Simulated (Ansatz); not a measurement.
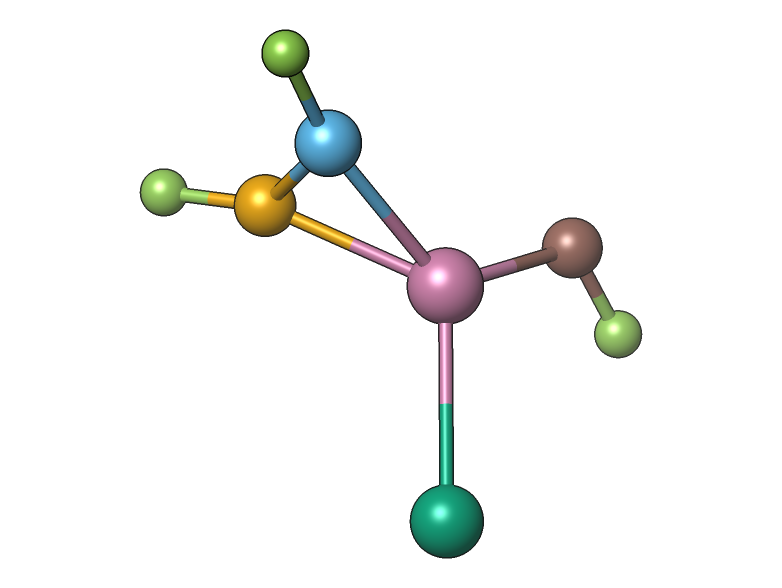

Colours: oxygen brown, silicon pink, chlorine teal, boron blue, nitrogen orange, hydrogen green.

The geometry was computed by an optimisation with PBE0-D4/def2-TZVP.

Identify the structure.

Formula BClH3NOSi. Its SMILES string is `O[Si@@]1(Cl)BN1`. Independent rings (smallest set): 1 of 3 members. Among its groups: Si–O bond, Si–N bond, B–H bond. The point group is C1. Coordination, clear cases only: 1 O bent; 1 B T-shaped.

More results for the same structure follow; atom numbers are the same in all pictures, views and colours differ.

### Vibrations

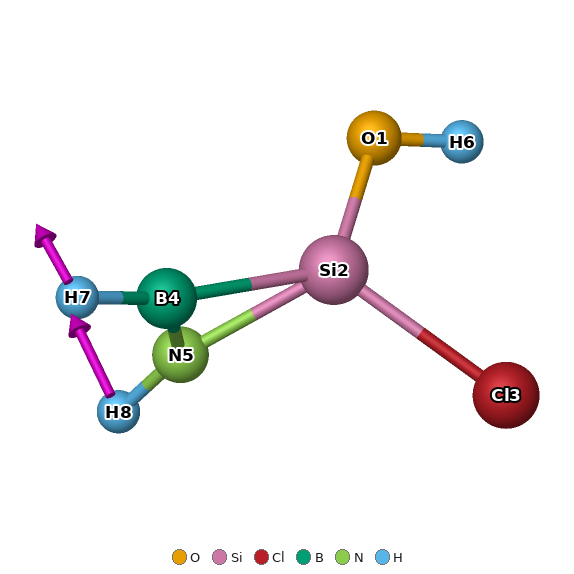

The arrows show one normal mode. Harmonic vibrations computed with RKS PBE0-D4/def2-TZVP (Ansatz 0.2.0) at a stationary point of the same level.

> What kind of motion is it?

A torsion or out-of-plane motion in which bond lengths and bond angles hardly change.

> Estimate its harmonic wavenumber.

602 cm⁻¹; it is mode 7 of 18 counted from the lowest.

### Electronic properties

Method: RKS r2SCANh-D4/def2-TZVPP (Ansatz 0.2.0).

Predict the main results.

- HOMO energy (Kohn–Sham orbital): −6.74 eV
- LUMO energy (Kohn–Sham orbital): −0.93 eV
- HOMO–LUMO gap: 5.80 eV
- dispersion correction: −4.9 kJ/mol

### Thermal motion

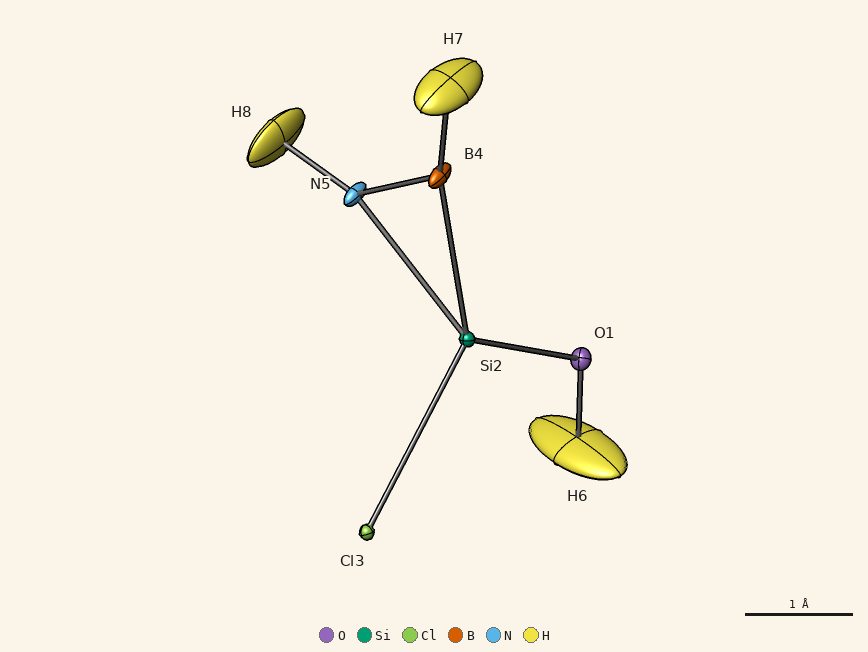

Displacement ellipsoids at the 50 % level, from the internal vibrations of the free molecule (harmonic, no overall translation or rotation; no half-axis is drawn under 0.075 Å). Vibrations computed with RKS PBE0-D4/def2-TZVP (Ansatz 0.2.0). Temperature: 400 K.

> Which atom moves most?

H6, with U_eq = 0.0713 Å².

> Does H6 move more along its bond or across it?

Across it: the root-mean-square amplitude is 0.090 Å along the bond and up to 0.413 Å across, since bending and torsion are softer than stretching.

List U_eq and the three principal root-mean-square amplitudes for each kind of atom.

```tsv
atom	U_eq (Å²)	rms amplitudes (Å)
O1	0.0038	0.048, 0.064, 0.071
Si2	0.0019	0.032, 0.046, 0.052
Cl3	0.0013	0.023, 0.035, 0.046
B4	0.0049	0.037, 0.055, 0.102
N5	0.0042	0.028, 0.052, 0.095
H6	0.0713	0.083, 0.190, 0.413
H7	0.0349	0.090, 0.156, 0.269
H8	0.0304	0.075, 0.152, 0.250
```
